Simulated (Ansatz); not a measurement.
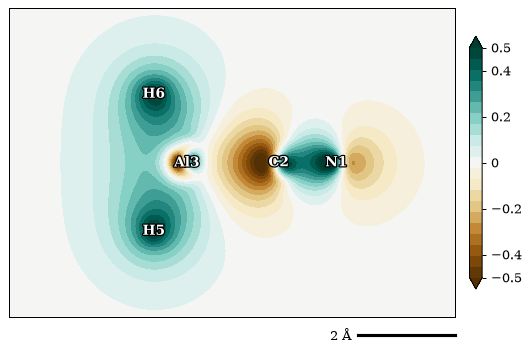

Figure. CH3AlN (doublet). The HOMO−1 (β) on the plane of atoms C2, Al3 and H6 (values in Å⁻³ᐟ²; the overall sign is arbitrary).

Geometry: PBE0-D4/def2-TZVP.

Theory: UKS PBE0-D4/def2-TZVPP in Ansatz.

```xyz
6

N    -0.9021   -0.6182   -1.1624
C    -0.2427   -0.5328   -0.1578
Al    0.9698   -0.3998    1.3027
H    -1.9223   -0.6543   -1.1911
H     1.4371   -1.7677    1.9331
H     1.3407    1.0648    1.7545
```

Describe this orbital and give its energy.

Answer. It lies mainly on Al3 (about 30 %), C2 (about 20 %), N1 (about 15 %), H5 (about 15 %) and H6 (about 15 %). Its energy is −9.81 eV.
